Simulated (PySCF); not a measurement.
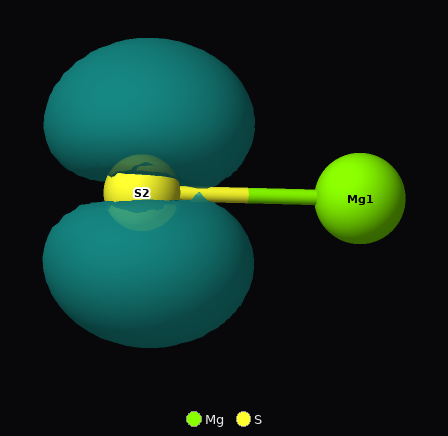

MgS (charge +1, doublet). Isosurfaces of the spin density (α minus β) at +0.03 (teal) and −0.03 e/Å³ (pink), seen from one side.

Theory: PBE0/jorge-DZP-DKH, spin-free X2C-1e, Gaussian nucleus, at a bond length of 2.278 Å in PySCF 2.14.0.

Which atoms carry the spin?

Answer. The unpaired spin (1 electron) lies mostly on S2 (about 1.0), in electrons by Hirshfeld's partition.
